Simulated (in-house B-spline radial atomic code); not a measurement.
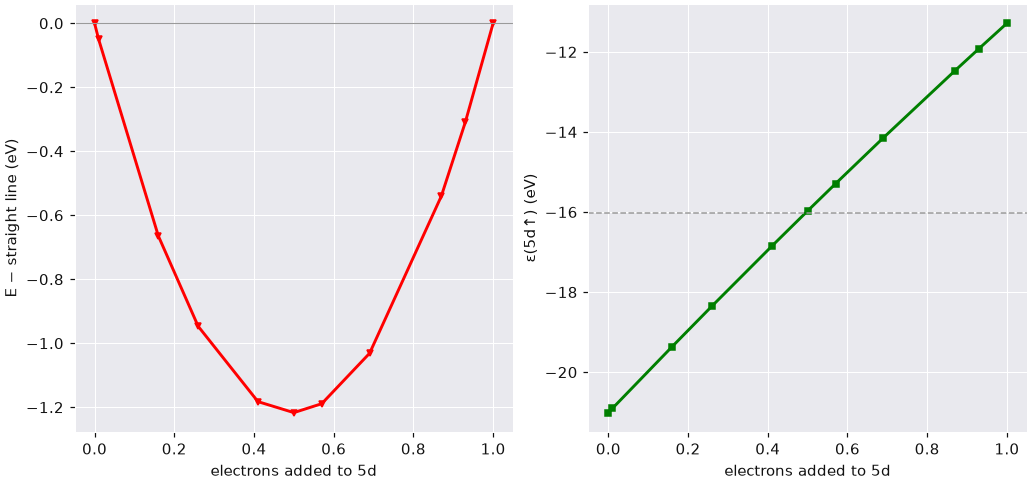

Computed with an in-house B-spline radial code: scalar-relativistic (spin-free one-electron X2C) RPBE, spin-polarised, spherical fractional occupations, Fermi nucleus, basis-set limit. The occupation of the 5d shell is varied from Ta²⁺ ([Xe] 4f14 5d2 6s1 (high spin)) to Ta⁺ ([Xe] 4f14 5d3 6s1 (high spin)), with spherical fractional occupations. The plot shows the total energy less the straight line between the end points, and the eigenvalue of 5d↑ (the dashed line is minus the energy to take the whole electron out).

### Is the energy convex or concave in the occupation, and by how much?

The curve is convex (below the straight line), with the largest deviation among the points computed, −1.22 eV, at 0.5. The end points differ by 16.0 eV, the energy to take the electron out. The eigenvalue, which is the slope of the energy (Janak's theorem), moves from −21.0 eV at 0 to −11.3 eV at 1; for a straight line it would stay constant, and a parabola would sag by an eighth of this change, scaled to a whole electron, 1.22 eV. Convexity is the mark of the delocalisation error, which puts fractional charges too low; for p, d and f shells the spherical spreading of the fraction adds to it.
